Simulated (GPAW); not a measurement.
# How the Hubbard U moves the magnetism of zigzag Eu chain, bond 3.146 A, part 2 of 2

Aim: see how far moments and order energies of zigzag Eu chain, bond 3.146 A move with the Hubbard U, and what each rung costs.

GPAW 26.7.0; PBE with several values of U; plane waves with GPAW's PAW setups, scalar-relativistic.

So far, largest spin moment in the augmentation sphere (μB): step 2 (rung 1 (no U), start ferro ++) 6.86; step 4 (rung 2 (U = 1.5 eV on Eu f), start ferro ++) 6.91; step 5 (rung 2 (U = 1.5 eV on Eu f), start antiferro +-) 6.76; step 6 (rung 3 (U = 3 eV on Eu f), start ferro ++) 6.95; step 7 (rung 3 (U = 3 eV on Eu f), start antiferro +-) 6.80.

## Step 8: Rung 4 (U = 4.5 eV on Eu f), start ferro ++

Level of this step: PBE with U = 4.5 eV on Eu f; plane waves with GPAW's PAW setups, scalar-relativistic (GPAW).

Contents of order1.py:

```python
import json
import numpy as np
from ase import Atoms
from ase.parallel import paropen, parprint
from gpaw import GPAW

atoms = Atoms(['Eu', 'Eu'],
    cell=[[12.0, 0.0, 0.0],
         [0.0, 12.0, 0.0],
         [0.0, 0.0, 3.7752]],
    scaled_positions=[[0.39513333, 0.5, 0.0],
         [0.60486667, 0.5, 0.5]],
    pbc=True,
    magmoms=[7.0, 7.0])
atoms.calc = GPAW(mode={'name': 'pw', 'ecut': 700},
    xc='PBE',
    kpts={'size': (1, 1, 8), 'gamma': True},
    occupations={'name': 'fermi-dirac', 'width': 0.1},
    convergence={'density': 1e-05, 'energy': 1e-05},
    maxiter=200,
    setups={'Eu': ':f,4.5'},
    symmetry={'tolerance': 1e-4},
    txt='order1.txt')
e = atoms.get_potential_energy(force_consistent=True)
res = {'free_energy': e, 'energy_sigma0': atoms.get_potential_energy(), 'fermi_energy': atoms.calc.get_fermi_level()}
res['moments'] = atoms.get_magnetic_moments().tolist()
res['total'] = atoms.get_magnetic_moment()
parprint('site moments (muB):', np.round(res['moments'], 3))
parprint(f"total moment: {res['total']:.3f} muB")
parprint(f'free energy: {e:.6f} eV')
atoms.calc.write('order1.gpw')
with paropen('results.json', 'w') as f:
    json.dump(res, f)
```

Command:

```sh
$ OMP_NUM_THREADS=1 mpirun -n 2 gpaw python order1.py > order1.log
```

Output:

```text
site moments (muB): [6.978 6.978]
total moment: 16.222 muB
free energy: -16.949445 eV

--- order1.txt ---
Input parameters:
  mode=PW(ecut=700),
  convergence={'density': 1e-05, 'energy': 1e-05},
  kpts=MonkhorstPack(size=(1, 1, 8), gamma=True),
  maxiter=200,
  occupations=Occupations(name='fermi-dirac', width=0.1),
  setups={'Eu': ':f,4.5'},
  symmetry=Symmetry(tolerance=0.0001),
  xc=XC(name='PBE')

[...]
|         13 |        -3.032 |     1.000 |         0.378 |     0.000 |
[...]
|         22 |        -2.832 |     1.000 |         3.156 |     0.000 |
|         23 |        -2.500 |     1.000 |         3.184 |     0.000 |
|         24 |        -1.367 |     0.879 |         3.463 |     0.000 |
|        ... |               |           |               |           |
|         32 |         1.752 |     0.000 |         5.573 |     0.000 |

No gap
No difference between direct/indirect transitions

[key lines of the parts left out:]
Free energy:     -16.949445
Converged in 17 steps
dipole moment: (-0.000001, -0.000001, -20.761778)  # |e|*Ang
Fermi level: -1.168
```

The job ended after 1.9 min (2 MPI ranks of Arm Neoverse V1, shared host; peak memory 1.2 GiB; 3.8 min of CPU time).

Read from the output:

```yaml
magnetization: 16.22 μB
final_state: ferromagnetic
largest_moment: 6.978 μB
```

The largest moment moves by +0.03 μB from rung 3, at 1.00 times its CPU time.

## Step 9: Rung 4 (U = 4.5 eV on Eu f), start antiferro +-

Contents of order2.py:

```python
import json
import numpy as np
from ase import Atoms
from ase.parallel import paropen, parprint
from gpaw import GPAW

atoms = Atoms(['Eu', 'Eu'],
    cell=[[12.0, 0.0, 0.0],
         [0.0, 12.0, 0.0],
         [0.0, 0.0, 3.7752]],
    scaled_positions=[[0.39513333, 0.5, 0.0],
         [0.60486667, 0.5, 0.5]],
    pbc=True,
    magmoms=[7.0, -7.0])
atoms.calc = GPAW(mode={'name': 'pw', 'ecut': 700},
    xc='PBE',
    kpts={'size': (1, 1, 8), 'gamma': True},
    occupations={'name': 'fermi-dirac', 'width': 0.1},
    convergence={'density': 1e-05, 'energy': 1e-05},
    maxiter=200,
    setups={'Eu': ':f,4.5'},
    symmetry={'tolerance': 1e-4},
    txt='order2.txt')
e = atoms.get_potential_energy(force_consistent=True)
res = {'free_energy': e, 'energy_sigma0': atoms.get_potential_energy(), 'fermi_energy': atoms.calc.get_fermi_level()}
res['moments'] = atoms.get_magnetic_moments().tolist()
res['total'] = atoms.get_magnetic_moment()
parprint('site moments (muB):', np.round(res['moments'], 3))
parprint(f"total moment: {res['total']:.3f} muB")
parprint(f'free energy: {e:.6f} eV')
atoms.calc.write('order2.gpw')
with paropen('results.json', 'w') as f:
    json.dump(res, f)
```

Command:

```sh
$ OMP_NUM_THREADS=1 mpirun -n 2 gpaw python order2.py > order2.log
```

Output:

```text
site moments (muB): [ 6.834 -6.834]
total moment: -0.000 muB
free energy: -16.455620 eV

--- order2.txt ---
Input parameters:
  mode=PW(ecut=700),
  convergence={'density': 1e-05, 'energy': 1e-05},
  kpts=MonkhorstPack(size=(1, 1, 8), gamma=True),
  maxiter=200,
  occupations=Occupations(name='fermi-dirac', width=0.1),
  setups={'Eu': ':f,4.5'},
  symmetry=Symmetry(tolerance=0.0001),
  xc=XC(name='PBE')

[...]
|         22 |         0.486 |     0.000 |         0.486 |     0.000 |
|         23 |         0.986 |     0.000 |         0.986 |     0.000 |
|         24 |         1.316 |     0.000 |         1.316 |     0.000 |

Gap: 0.021 eV
Transition (v -> c):
  (s=0, k=2, n=16, [0.00, 0.00, 0.25]) -> (s=1, k=3, n=17, [0.00, 0.00, 0.38])
Direct/indirect transitions are different
Direct gap: 0.060 eV
Transition at: (s=0->1, k=3, n=16, [0.00, 0.00, 0.38])

[key lines of the parts left out:]
Free energy:     -16.455620
Converged in 22 steps
dipole moment: (-0.000001, -0.000001, -20.753569)  # |e|*Ang
Fermi level: -1.039
```

Run time: 1.8 min. Hardware: 2 MPI ranks; peak memory 1.2 GiB.

Read from the output:

- magnetization: 0 μB
- final state: antiferromagnetic
- largest moment: 6.834 μB

This start lies +246.9 meV a seeded atom from the first, a change of -6.2 meV since rung 3; its largest moment is 6.83 μB.

## Step 10: Rung 5 (U = 6 eV on Eu f), start ferro ++

order1.py is the script of step 8 with these lines changed:

```diff
@@ -20,3 +20,3 @@
     maxiter=200,
-    setups={'Eu': ':f,4.5'},
+    setups={'Eu': ':f,6.0'},
     symmetry={'tolerance': 1e-4},
```

Command:

```sh
$ OMP_NUM_THREADS=1 mpirun -n 2 gpaw python order1.py > order1.log
```

Output:

```text
site moments (muB): [6.999 6.999]
total moment: 16.220 muB
free energy: -17.014036 eV

--- order1.txt ---
Input parameters:
  mode=PW(ecut=700),
  convergence={'density': 1e-05, 'energy': 1e-05},
  kpts=MonkhorstPack(size=(1, 1, 8), gamma=True),
  maxiter=200,
  occupations=Occupations(name='fermi-dirac', width=0.1),
  setups={'Eu': ':f,6.0'},
  symmetry=Symmetry(tolerance=0.0001),
  xc=XC(name='PBE')

[...]
|         13 |        -3.589 |     1.000 |         0.377 |     0.000 |
[...]
|         22 |        -3.394 |     1.000 |         3.172 |     0.000 |
|         23 |        -2.553 |     1.000 |         3.215 |     0.000 |
|         24 |        -1.367 |     0.884 |         3.503 |     0.000 |
|        ... |               |           |               |           |
|         32 |         1.790 |     0.000 |         5.739 |     0.000 |

No gap
No difference between direct/indirect transitions

[key lines of the parts left out:]
Free energy:     -17.014036
Converged in 17 steps
dipole moment: (0.000004, -0.000001, -20.726720)  # |e|*Ang
Fermi level: -1.163
```

It took 1.9 min on 2 MPI ranks; peak memory 1.2 GiB.

This step gave:

* magnetization: 16.22 μB
* final state: ferromagnetic
* largest moment: 6.999 μB

The largest moment moves by +0.02 μB from rung 4, at 1.0 times its CPU time.

## Step 11: Rung 5 (U = 6 eV on Eu f), start antiferro +-

order2.py is the script of step 9 with these lines changed:

```diff
@@ -20,3 +20,3 @@
     maxiter=200,
-    setups={'Eu': ':f,4.5'},
+    setups={'Eu': ':f,6.0'},
     symmetry={'tolerance': 1e-4},
```

Command:

```sh
$ OMP_NUM_THREADS=1 mpirun -n 2 gpaw python order2.py > order2.log
```

Output:

```text
site moments (muB): [ 6.857 -6.857]
total moment: -0.000 muB
free energy: -16.529281 eV

--- order2.txt ---
Input parameters:
  mode=PW(ecut=700),
  convergence={'density': 1e-05, 'energy': 1e-05},
  kpts=MonkhorstPack(size=(1, 1, 8), gamma=True),
  maxiter=200,
  occupations=Occupations(name='fermi-dirac', width=0.1),
  setups={'Eu': ':f,6.0'},
  symmetry=Symmetry(tolerance=0.0001),
  xc=XC(name='PBE')

[...]
|         21 |         0.115 |     0.000 |         0.115 |     0.000 |
|         22 |         0.487 |     0.000 |         0.487 |     0.000 |
|         23 |         1.013 |     0.000 |         1.013 |     0.000 |
|         24 |         1.327 |     0.000 |         1.327 |     0.000 |

Gap: 0.018 eV
Transition (v -> c):
  (s=0, k=4, n=16, [0.00, 0.00, 0.50]) -> (s=1, k=3, n=17, [0.00, 0.00, 0.38])
Direct/indirect transitions are different
Direct gap: 0.066 eV
Transition at: (s=1, k=3, n=16, [0.00, 0.00, 0.38])

[key lines of the parts left out:]
Free energy:     -16.529281
Converged in 25 steps
dipole moment: (-0.000001, -0.000001, -20.721166)  # |e|*Ang
Fermi level: -1.032
```

Run time: 2 min. Hardware: 2 MPI ranks; peak memory 1.2 GiB.

This step gave:

- magnetization: 0 μB
- final state: antiferromagnetic
- largest moment: 6.857 μB

This start lies +242.4 meV a seeded atom from the first, a change of -4.5 meV since rung 4; its largest moment is 6.86 μB.

## Step 12: Rung 6 (U = 7.5 eV on Eu f), start ferro ++

order1.py is the script of step 10 with these lines changed:

```diff
@@ -20,3 +20,3 @@
     maxiter=200,
-    setups={'Eu': ':f,6.0'},
+    setups={'Eu': ':f,7.5'},
     symmetry={'tolerance': 1e-4},
```

Command:

```sh
$ OMP_NUM_THREADS=1 mpirun -n 2 gpaw python order1.py > order1.log
```

Output:

```text
site moments (muB): [7.016 7.016]
total moment: 16.214 muB
free energy: -17.114195 eV

--- order1.txt ---
Input parameters:
  mode=PW(ecut=700),
  convergence={'density': 1e-05, 'energy': 1e-05},
  kpts=MonkhorstPack(size=(1, 1, 8), gamma=True),
  maxiter=200,
  occupations=Occupations(name='fermi-dirac', width=0.1),
  setups={'Eu': ':f,7.5'},
  symmetry=Symmetry(tolerance=0.0001),
  xc=XC(name='PBE')

[...]
|         13 |        -4.182 |     1.000 |         0.374 |     0.000 |
[...]
|         22 |        -3.839 |     1.000 |         3.180 |     0.000 |
|         23 |        -2.569 |     1.000 |         3.237 |     0.000 |
|         24 |        -1.366 |     0.888 |         3.529 |     0.000 |
|        ... |               |           |               |           |
|         32 |         1.819 |     0.000 |         8.216 |     0.000 |

No gap
No difference between direct/indirect transitions

[key lines of the parts left out:]
Free energy:     -17.114195
Converged in 16 steps
dipole moment: (-0.000003, -0.000001, -20.697820)  # |e|*Ang
Fermi level: -1.159
```

The job ended after 1.9 min (2 MPI ranks; peak memory 1.3 GiB; 3.7 min of CPU time).

Read from the output:

```yaml
magnetization: 16.21 μB
final_state: ferromagnetic
largest_moment: 7.016 μB
```

The largest moment moves by +0.02 μB from rung 5, at 0.97 times its CPU time.

## Step 13: Rung 6 (U = 7.5 eV on Eu f), start antiferro +-

order2.py is the script of step 11 with these lines changed:

```diff
@@ -20,3 +20,3 @@
     maxiter=200,
-    setups={'Eu': ':f,6.0'},
+    setups={'Eu': ':f,7.5'},
     symmetry={'tolerance': 1e-4},
```

Command:

```sh
$ OMP_NUM_THREADS=1 mpirun -n 2 gpaw python order2.py > order2.log
```

Output:

```text
site moments (muB): [ 6.876 -6.876]
total moment: -0.000 muB
free energy: -16.636432 eV

--- order2.txt ---
Input parameters:
  mode=PW(ecut=700),
  convergence={'density': 1e-05, 'energy': 1e-05},
  kpts=MonkhorstPack(size=(1, 1, 8), gamma=True),
  maxiter=200,
  occupations=Occupations(name='fermi-dirac', width=0.1),
  setups={'Eu': ':f,7.5'},
  symmetry=Symmetry(tolerance=0.0001),
  xc=XC(name='PBE')

[...]
|         11 |        -4.275 |     1.000 |        -4.275 |     1.000 |
|         12 |        -4.263 |     1.000 |        -4.263 |     1.000 |
[...]
|         21 |         0.112 |     0.000 |         0.112 |     0.000 |
|         22 |         0.486 |     0.000 |         0.486 |     0.000 |
|         23 |         1.034 |     0.000 |         1.034 |     0.000 |
|         24 |         1.335 |     0.000 |         1.335 |     0.000 |

No gap
No difference between direct/indirect transitions

[key lines of the parts left out:]
Free energy:     -16.636432
Converged in 17 steps
dipole moment: (-0.000002, -0.000001, -20.693958)  # |e|*Ang
Fermi level: -1.027
```

The job ended after 91 s (2 MPI ranks; peak memory 1.2 GiB; 3 min of CPU time).

Numbers from this step:

```yaml
magnetization: 0 μB
final_state: antiferromagnetic
largest_moment: 6.876 μB
```

This start lies +238.9 meV a seeded atom from the first, a change of -3.5 meV since rung 5; its largest moment is 6.88 μB.

## Step 14: The rungs together

Ladder, by row:

```tsv
rung	U	state from the first start	state from the second start	second less first (meV a seeded atom)	moment, first (μB)	moment, second (μB)	CPU time (s)
1	none	ferromagnetic	antiferromagnetic	273.7	6.864	6.705	529.1
2	Eu: f, 1.5	ferromagnetic	antiferromagnetic	261.9	6.913	6.763	479.1
3	Eu: f, 3.0	ferromagnetic	antiferromagnetic	253.1	6.95	6.804	443.2
4	Eu: f, 4.5	ferromagnetic	antiferromagnetic	246.9	6.978	6.834	447.8
5	Eu: f, 6.0	ferromagnetic	antiferromagnetic	242.4	6.999	6.857	475
6	Eu: f, 7.5	ferromagnetic	antiferromagnetic	238.9	7.016	6.876	406.7
```

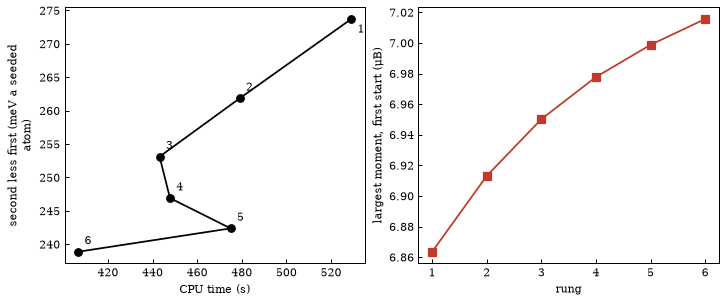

Result against cost, rungs numbered as in the table, and the moment by rung.

## Step 15: Outcome

* range of the moment in the table, first start: 6.86 to 7.02 μB
* range of CPU time: 6.8 min to 8.8 min
* range of the energy difference: 239 to 274 meV a seeded atom

In words: From the smallest U to the largest the moment goes from 6.86 to 7.02 μB and the energy difference from 274 to 239 meV a seeded atom. The energy difference shrinks steadily as U grows. The first start ends lower on every rung of the table. The other start's moment moves more, from 6.7 to 6.88 μB. The f shell is half filled, so the spin-only picture is fair.

[Logs and program files are shortened in this print: banners, set-up blocks, solver, clock and traceback lines can be left out without a mark of their own.]

[Logs are printed without paths, hosts, clocks, repeated set-up lines and the standing remarks that a program may print on its own settings, such as how far it seeks lower states.]

[Hosts, paths, dates, database ids (printed as entryN), source tags and the programs' standing remarks are cut or masked in the printed files.]

[Where a cell is said to come from a database of computed structures, the database is the Materials Project.]
